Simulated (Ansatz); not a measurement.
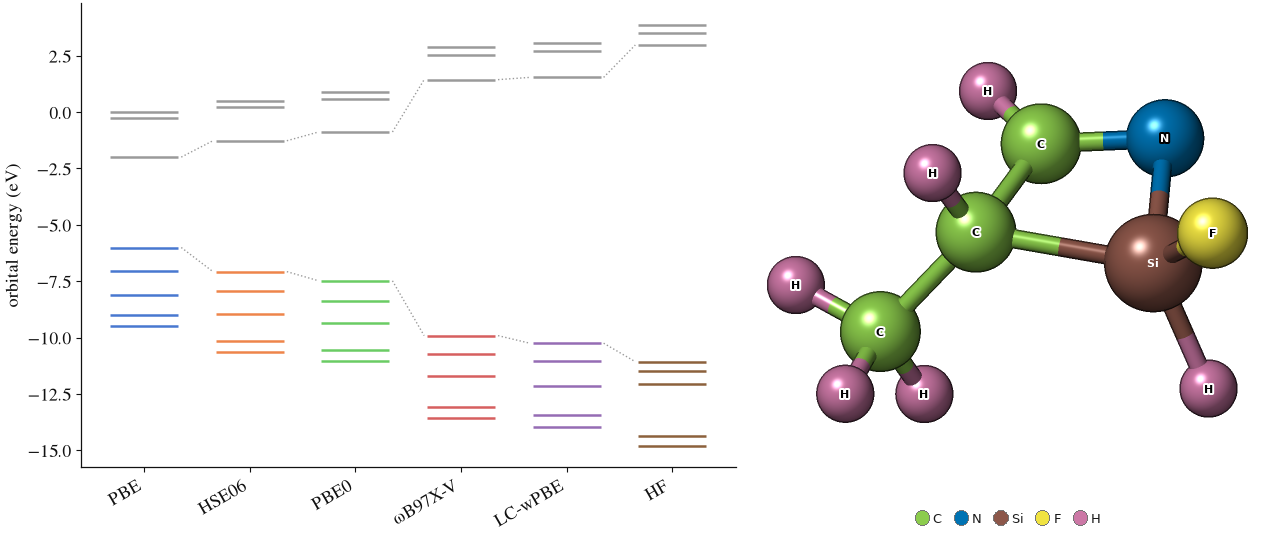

Frontier orbital energies of C₃H₆FNSi, SMILES C[C@@H]1C=N[Si@H]1F at one geometry, def2-TZVPP, the Ansatz code 0.2.0, at a PBE0-D4/def2-TZVP geometry (a minimum by its frequencies). Empty levels are grey, levels within 0.1 eV stand side by side; all columns show the same few orbitals around the gap. Dotted lines join the HOMOs and the LUMOs.

Compare the HOMO-LUMO separations.

Answer. The separation grows from 4.01 eV (PBE) to 14.05 eV (HF).

```
  level  HOMO (eV)  LUMO (eV)  separation (eV)
    PBE      −6.01      −2.00             4.01
  HSE06      −7.08      −1.27             5.81
   PBE0      −7.48      −0.88             6.60
ωB97X-V      −9.92       1.44            11.36
LC-wPBE     −10.25       1.54            11.79
     HF     −11.07       2.98            14.05
```

Caveats, for all or some of the runs: empty levels above zero depend strongly on the basis.
